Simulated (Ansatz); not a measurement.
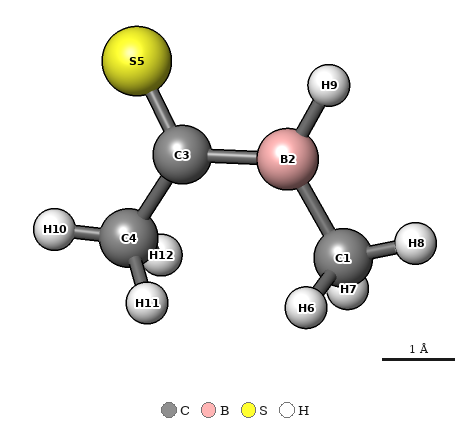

*The starting structure (ball-and-stick view, seen at a tilt; atoms are numbered from 1 in the order of the input).*

Bond lengths as drawn: B–C 1.56 to 1.58 Å, B–H 1.23 Å, C–C 1.51 Å, C–H 1.04 to 1.17 Å and C–S 1.46 Å.

Geometry relaxation of C3H7BS (part 1 of 2)

- system: C3H7BS
- method: RKS B3LYP/def2-SVP (Ansatz 0.2.0)

It belongs to a series of runs on one base structure; here: end point A relaxed. Figures and captions count atoms from 1; the log counts them from 0 in places.

## Input file
```yaml
crystal:
  periodic: [false, false, false]
  atoms:
    - { symbol: C, position_ang: [-1.515, -0.3815, 0.5593] }
    - { symbol: B, position_ang: [-0.3751, 0.6661, 0.8575] }
    - { symbol: C, position_ang: [0.9289, 0.6553, 0.0061] }
    - { symbol: C, position_ang: [1.2515, -0.3593, -1.0654] }
    - { symbol: S, position_ang: [2.0474, 1.4971, 0.4137] }
    - { symbol: H, position_ang: [-1.9493, -0.1385, -0.478] }
    - { symbol: H, position_ang: [-1.1738, -1.3799, 0.6316] }
    - { symbol: H, position_ang: [-2.3446, -0.1607, 1.2714] }
    - { symbol: H, position_ang: [-0.4899, 1.4449, 1.8002] }
    - { symbol: H, position_ang: [2.0103, -0.0799, -1.7195] }
    - { symbol: H, position_ang: [0.251, -0.475, -1.6585] }
    - { symbol: H, position_ang: [1.4357, -1.3437, -0.5845] }
basis:
  gaussian: { orbitals: def2-SVP }
hamiltonian:
  xc: b3lyp
relax:
  f_tol: 0.02
  max_steps: 50
output:
  orbitals: {}
```

Command:
```bash
ansatz run input.yaml --threads 2 --pin off --max-ram 3072MiB --backend cpu --events-out ev --progress --plain --runs-dir out
```

## What the program printed
```
The last accepted step is kept in [file] (removed where the run ends without a failure and the disk answers)
Engine: ansatz 0.2.0, x86_64-unknown-linux-gnu
Functional definition: B3LYP
  parameter a0 = 0.2
  parameter ax = 0.72
  parameter ac = 0.81
  exchange = (1 - a0 - ax)*slater_x + ax*b88_x + a0*exact_x
  correlation = (1 - ac)*vwn_rpa_c + ac*lyp_c
1221 factors; integrals over basis functions are off by at most 3.6e-4 eV
mean field evaluation 1: about -14718.1597 eV, gradient 6.5e1 eV
mean field evaluation 2: about -14706.0223 eV, gradient 9.1e1 eV
mean field evaluation 4: about -14728.9010 eV, gradient 6.2e0 eV
mean field evaluation 8: about -14729.0261 eV, gradient 4.5e-2 eV
mean field evaluation 16: about -14729.0261 eV, gradient 2.0e-5 eV
mean field -14729.02614527 eV, -541.2817271463 hartree, gradient 2.0e-5 eV, S^2 0.000000; 0 other end points of the search recorded, 0 dependent functions left out
the calculation of the forces begins
reference -14729.02638539 eV, -541.2817359704 hartree; 23, 23 occupied and 86, 86 virtual orbitals, 1221 factors
relax step   1: F+E_penalty+E_count = -14729.02614527 eV  Δ(F+E_penalty+E_count) = +0.000e0 eV  max|allowed force component| = 9.057e0 eV/Å  Δτ_max = 0.0000 Å  (27 SCF iters, accepted)
these checks for a lower state are left out or cut short: starts, cluster_reference, orbital_swaps, neighbouring_geometries, increment
1221 factors; integrals over basis functions are off by at most 3.2e-4 eV
mean field -14730.23277644 eV, -541.3260700236 hartree, gradient 2.0e-5 eV, S^2 0.000000; 0 other end points of the search recorded, 0 dependent functions left out
[... from here on the field's lines of each further geometry are left out, up to the last ...]
relax step   2: F+E_penalty+E_count = -14730.23277644 eV  Δ(F+E_penalty+E_count) = -1.207e0 eV  max|allowed force component| = 3.201e0 eV/Å  Δτ_max = 0.1563 Å  (32 SCF iters, accepted)
relax step   3: F+E_penalty+E_count = -14730.41434353 eV  Δ(F+E_penalty+E_count) = -1.816e-1 eV  max|allowed force component| = 1.661e0 eV/Å  Δτ_max = 0.1711 Å  (32 SCF iters, accepted)
relax step   4: F+E_penalty+E_count = -14730.47563274 eV  Δ(F+E_penalty+E_count) = -6.129e-2 eV  max|allowed force component| = 4.374e-1 eV/Å  Δτ_max = 0.0788 Å  (33 SCF iters, accepted)
relax step   5: F+E_penalty+E_count = -14730.50205899 eV  Δ(F+E_penalty+E_count) = -2.643e-2 eV  max|allowed force component| = 1.716e-1 eV/Å  Δτ_max = 0.1313 Å  (33 SCF iters, accepted)
relax step   6: F+E_penalty+E_count = -14730.51467938 eV  Δ(F+E_penalty+E_count) = -1.262e-2 eV  max|allowed force component| = 3.778e-1 eV/Å  Δτ_max = 0.0959 Å  (31 SCF iters, accepted)
relax step   7: F+E_penalty+E_count = -14730.52624554 eV  Δ(F+E_penalty+E_count) = -1.157e-2 eV  max|allowed force component| = 5.912e-1 eV/Å  Δτ_max = 0.1946 Å  (32 SCF iters, accepted)
relax step   8: F+E_penalty+E_count = -14730.55027126 eV  Δ(F+E_penalty+E_count) = -2.403e-2 eV  max|allowed force component| = 4.303e-1 eV/Å  Δτ_max = 0.0702 Å  (31 SCF iters, accepted)
relax step   9: F+E_penalty+E_count = -14730.60337771 eV  Δ(F+E_penalty+E_count) = -5.311e-2 eV  max|allowed force component| = 4.471e-1 eV/Å  Δτ_max = 0.1986 Å  (31 SCF iters, accepted)
relax step  10: F+E_penalty+E_count = -14730.63891534 eV  Δ(F+E_penalty+E_count) = -3.554e-2 eV  max|allowed force component| = 6.795e-1 eV/Å  Δτ_max = 0.1937 Å  (30 SCF iters, accepted)
relax step  11: F+E_penalty+E_count = -14730.67836892 eV  Δ(F+E_penalty+E_count) = -3.945e-2 eV  max|allowed force component| = 7.323e-1 eV/Å  Δτ_max = 0.1928 Å  (31 SCF iters, accepted)
relax step  12: F+E_penalty+E_count = -14730.74272499 eV  Δ(F+E_penalty+E_count) = -6.436e-2 eV  max|allowed force component| = 5.294e-1 eV/Å  Δτ_max = 0.2000 Å  (30 SCF iters, accepted)
relax step  13: F+E_penalty+E_count = -14730.78382432 eV  Δ(F+E_penalty+E_count) = -4.110e-2 eV  max|allowed force component| = 4.239e-1 eV/Å  Δτ_max = 0.1930 Å  (29 SCF iters, accepted)
relax step  14: F+E_penalty+E_count = -14730.81149734 eV  Δ(F+E_penalty+E_count) = -2.767e-2 eV  max|allowed force component| = 2.328e-1 eV/Å  Δτ_max = 0.1239 Å  (29 SCF iters, accepted)
relax step  15: F+E_penalty+E_count = -14730.83515994 eV  Δ(F+E_penalty+E_count) = -2.366e-2 eV  max|allowed force component| = 2.631e-1 eV/Å  Δτ_max = 0.1547 Å  (31 SCF iters, accepted)
relax step  16: F+E_penalty+E_count = -14730.84553587 eV  Δ(F+E_penalty+E_count) = -1.038e-2 eV  max|allowed force component| = 2.183e-1 eV/Å  Δτ_max = 0.0964 Å  (30 SCF iters, accepted)
relax step  17: F+E_penalty+E_count = -14730.84536551 eV  Δ(F+E_penalty+E_count) = +1.704e-4 eV  max|allowed force component| = 2.151e-1 eV/Å  Δτ_max = 0.2000 Å  (30 SCF iters, rejected (line search))
relax step  18: F+E_penalty+E_count = -14730.85072947 eV  Δ(F+E_penalty+E_count) = -5.194e-3 eV  max|allowed force component| = 5.216e-2 eV/Å  Δτ_max = 0.0988 Å  (31 SCF iters, accepted)
relax step  19: F+E_penalty+E_count = -14730.85050360 eV  Δ(F+E_penalty+E_count) = +2.259e-4 eV  max|allowed force component| = 7.999e-2 eV/Å  Δτ_max = 0.0332 Å  (31 SCF iters, rejected (line search))
the calculation of the forces begins
reference -14730.85128588 eV, -541.3487998264 hartree; 23, 23 occupied and 86, 86 virtual orbitals, 1221 factors
relax step  20: F+E_penalty+E_count = -14730.85104008 eV  Δ(F+E_penalty+E_count) = -3.106e-4 eV  max|allowed force component| = 1.655e-2 eV/Å  Δτ_max = 0.0162 Å  (26 SCF iters, accepted)
1221 factors; integrals over basis functions are off by at most 5.6e-4 eV
mean field evaluation 160: about -14730.8510 eV, gradient 6.2e-3 eV
```

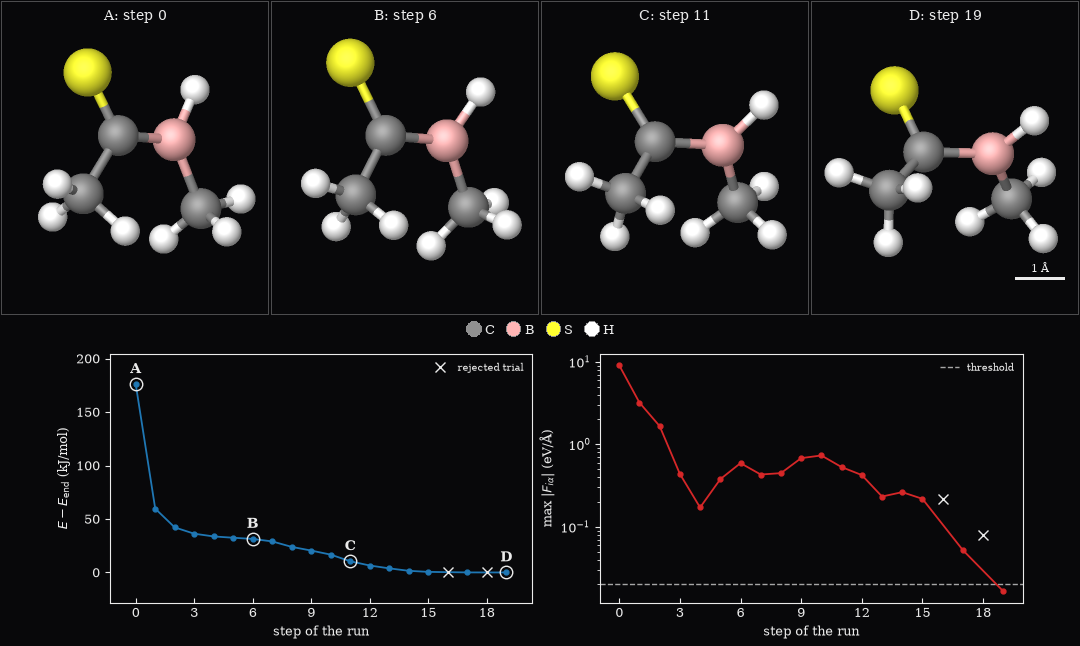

*Frames of the relaxation (ball-and-stick view, seen at a tilt) above the curves, on which the letters mark them (the first geometry is step 0 here and step 1 in the log).*

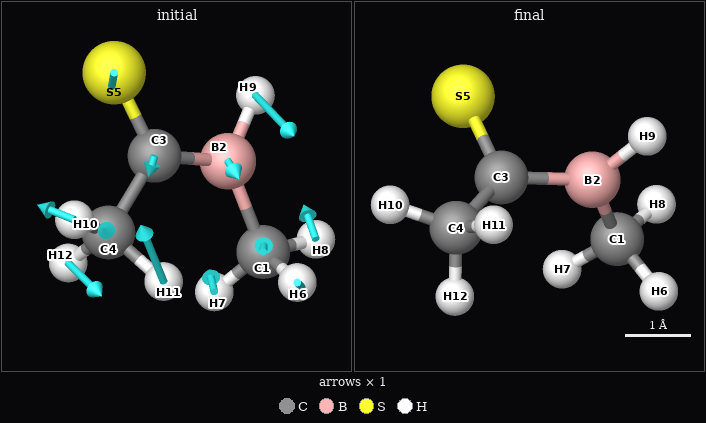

*Before (left) and after (right) the relaxation, at one scale (ball-and-stick view, seen at a tilt). The teal arrows give the displacements, at true length.*

Over 19 geometry steps the energy falls by 176.1 kJ/mol. Largest force component: 9.1 eV/Å at the start, 0.017 eV/Å at the end. The line search rejected the trial steps at points 16, 18 (counted from 0) and went back. The atom that moves furthest after the best rigid fit is H9 (1.65 Å). By element the largest moves are H 1.65 Å, S 1.29 Å, C 0.48 Å, B 0.47 Å. Distances before and after: C3–S5 1.458 → 1.645 Å, C4–H11 1.169 → 1.105 Å, C4–H10 1.040 → 1.101 Å, C1–H7 1.058 → 1.101 Å. Among the angles that change: B2–C3–S5 119.0° → 97.4°, C4–C3–S5 115.0° → 127.4°, B2–C3–C4 124.8° → 135.1°. (Atoms are counted from 1 in the order of the input.)

```
mean field -14730.85104008 eV, -541.3487907936 hartree, gradient 1.0e-5 eV, S^2 0.000000; 1 other end points of the search recorded, 0 dependent functions left out
the calculation of the forces begins
reference -14730.85128588 eV, -541.3487998264 hartree; 23, 23 occupied and 86, 86 virtual orbitals, 1221 factors
Total energy: -14730.85128588 eV, -541.3487998264 hartree
Atom 0 at    -1.517198    -0.417040     1.086890 Å, force     0.003026    -0.004705     0.007383 eV/Å
Atom 1 at    -0.548840     0.652772     0.450112 Å, force    -0.009185    -0.006627    -0.016547 eV/Å
Atom 2 at     0.857175     0.313198    -0.098839 Å, force     0.000788     0.013920     0.011449 eV/Å
Atom 3 at     1.391707    -0.165526    -1.399199 Å, force     0.010814    -0.000487    -0.012825 eV/Å
Atom 4 at     1.708207     0.657862     1.266492 Å, force    -0.002759    -0.004053    -0.001675 eV/Å
Atom 5 at    -2.337357    -0.594501     0.362866 Å, force     0.006751     0.001544     0.005085 eV/Å
Atom 6 at    -1.048413    -1.387764     1.310584 Å, force    -0.006134     0.007307     0.000063 eV/Å
Atom 7 at    -2.002001    -0.034801     2.000510 Å, force     0.001553    -0.003403    -0.003955 eV/Å
Atom 8 at    -0.927619     1.794738     0.302026 Å, force     0.003833     0.001389     0.003839 eV/Å
Atom 9 at     2.486921    -0.273989    -1.392700 Å, force    -0.014852     0.002349    -0.000761 eV/Å
Atom 10 at     1.090161     0.533841    -2.200303 Å, force     0.005649    -0.007884     0.010182 eV/Å
Atom 11 at     0.924357    -1.133888    -1.654539 Å, force     0.000515     0.000650    -0.002237 eV/Å
Dipole moment:    -0.030332    -0.212453    -0.401677 e Å
```

## Trajectory as extended XYZ (Å, eV, eV/Å), 18 of the 20 frames kept, from step=1 to step=20
```
12
Properties=species:S:1:pos:R:3:forces:R:3 step=1 energy=-14729.02614
C    -1.5150   -0.3815    0.5593   -1.4900   2.9627  -0.1750
B    -0.3751    0.6661    0.8575   -1.0521  -0.5128   0.1265
C     0.9289    0.6553    0.0061   -6.2523  -6.1982  -2.9632
C     1.2515   -0.3593   -1.0654   -5.0492  -1.4234   0.2390
S     2.0474    1.4971    0.4137    9.0568   7.6442   3.7645
H    -1.9493   -0.1385   -0.4780    0.6460  -0.5949   0.9543
H    -1.1738   -1.3799    0.6316    0.3088  -1.6385  -0.1470
H    -2.3446   -0.1607    1.2714    0.1921  -0.6232  -0.2620
H    -0.4899    1.4449    1.8002    0.1768  -0.1334  -0.5263
H     2.0103   -0.0799   -1.7195    1.7822   0.6188  -1.1683
H     0.2510   -0.4750   -1.6585    1.6083  -0.2743   0.4281
H     1.4357   -1.3437   -0.5845    0.0727   0.1729  -0.2704
12
Properties=species:S:1:pos:R:3:forces:R:3 step=2 energy=-14730.23278
C    -1.5568   -0.3611    0.5998   -0.2379   0.9280  -0.1188
B    -0.3769    0.6582    0.8505   -0.3824  -0.1551   0.6561
C     1.0169    0.6051    0.0971   -2.9914  -2.6685  -1.9847
C     1.2052   -0.3601   -1.0776   -1.2707  -0.4423   0.3126
S     2.1601    1.5804    0.4829    3.2008   2.7632   1.3088
H    -1.9471   -0.1629   -0.4315    0.1424  -0.2024   0.2692
H    -1.2164   -1.3968    0.6230    0.0809  -0.4567  -0.1122
H    -2.4133   -0.2304    1.2919    0.2725  -0.0940  -0.1415
H    -0.4982    1.5336    1.6907    0.0145  -0.0966  -0.2690
H     2.0043   -0.0400   -1.7318    0.5416   0.0794  -0.2815
H     0.2721   -0.5134   -1.6899    0.4999   0.2633   0.4417
H     1.4271   -1.3677   -0.6712    0.1297   0.0815  -0.0807
12
Properties=species:S:1:pos:R:3:forces:R:3 step=3 energy=-14730.41434
C    -1.5400   -0.3577    0.5923    0.1604  -0.5509   0.3349
B    -0.3676    0.6405    0.8985   -0.2022   0.7743  -0.6413
C     0.9782    0.6833    0.0233   -0.6037  -1.6609  -0.0276
C     1.1740   -0.3817   -1.0624    0.2400   0.4796   0.0754
S     2.1931    1.6540    0.4737    0.5799   0.6573   0.1591
H    -1.9795   -0.0790   -0.3903    0.0674   0.0617   0.1019
H    -1.1834   -1.4086    0.4556   -0.1881   0.3619   0.0396
H    -2.3541   -0.3461    1.3446    0.1949  -0.0251  -0.2229
H    -0.5107    1.5579    1.6796    0.0628  -0.2425   0.0778
H     2.0578   -0.1551   -1.6920   -0.2317  -0.1119   0.1656
H     0.2821   -0.4862   -1.6988   -0.0617   0.0356  -0.0548
H     1.3271   -1.3763   -0.5902   -0.0181   0.2209  -0.0076
12
Properties=species:S:1:pos:R:3:forces:R:3 step=4 energy=-14730.47563
C    -1.5454   -0.3532    0.5955    0.1046  -0.3371   0.0666
B    -0.3915    0.6703    0.8681    0.3292  -0.0471   0.0605
C     1.0000    0.6207    0.0659   -0.2977  -0.1122  -0.3661
C     1.1834   -0.3945   -1.0599    0.4374   0.2753   0.3966
S     2.1810    1.6992    0.4516   -0.0763  -0.1486  -0.0087
H    -2.0021   -0.0702   -0.3743   -0.0771   0.0500  -0.0205
H    -1.1878   -1.3971    0.4382   -0.0713   0.3135   0.0549
H    -2.3457   -0.3584    1.3548    0.0675   0.0305  -0.1062
H    -0.5078    1.5552    1.6871   -0.0303  -0.0578  -0.1157
H     2.0678   -0.1584   -1.6824   -0.2101  -0.0582   0.1463
H     0.2891   -0.4690   -1.6928   -0.1320   0.0285  -0.0690
H     1.3360   -1.3998   -0.6181   -0.0439   0.0635  -0.0387
12
Properties=species:S:1:pos:R:3:forces:R:3 step=5 energy=-14730.50206
C    -1.5184   -0.3808    0.6114   -0.0155  -0.0183  -0.0469
B    -0.3882    0.6736    0.8450    0.0860   0.0517  -0.0902
C     0.9960    0.6181    0.0539   -0.1716   0.1501   0.0990
C     1.1811   -0.3811   -1.0489    0.0958  -0.0721  -0.1514
S     2.1984    1.6479    0.4913    0.0435  -0.0022   0.0550
H    -2.0366   -0.0491   -0.3175    0.0263   0.0312   0.0633
H    -1.1627   -1.3993    0.3884   -0.0065  -0.0360   0.0270
H    -2.2868   -0.4119    1.3967   -0.0030  -0.0262   0.0326
H    -0.5562    1.6146    1.5804   -0.0199   0.0024   0.0013
H     2.0826   -0.1811   -1.6479   -0.0279  -0.0328   0.0532
H     0.2984   -0.4145   -1.7105    0.0015  -0.0119  -0.0099
H     1.2695   -1.3914   -0.6083   -0.0088  -0.0360  -0.0330
12
Properties=species:S:1:pos:R:3:forces:R:3 step=7 energy=-14730.52625
C    -1.4880   -0.4261    0.6682   -0.2688   0.3815  -0.1288
B    -0.4139    0.7140    0.7671   -0.2407   0.2590  -0.0186
C     0.9752    0.6291    0.0189    0.4477   0.3423   0.4666
C     1.1973   -0.3560   -1.0752   -0.2791  -0.4693  -0.5912
S     2.2276    1.5233    0.6319   -0.3514  -0.2006  -0.0594
H    -2.1512   -0.0456   -0.1646    0.2845  -0.1762   0.3481
H    -1.1247   -1.4118    0.3526   -0.0174  -0.1217   0.0191
H    -2.1561   -0.5135    1.5448    0.1342  -0.0203  -0.1075
H    -0.6748    1.7502    1.3525    0.0364  -0.2405  -0.1270
H     2.1883   -0.2544   -1.5504   -0.1522  -0.0123   0.0808
H     0.3950   -0.2755   -1.8533    0.3607  -0.0566   0.2904
H     1.1025   -1.3887   -0.6587    0.0462   0.3147  -0.1725
```
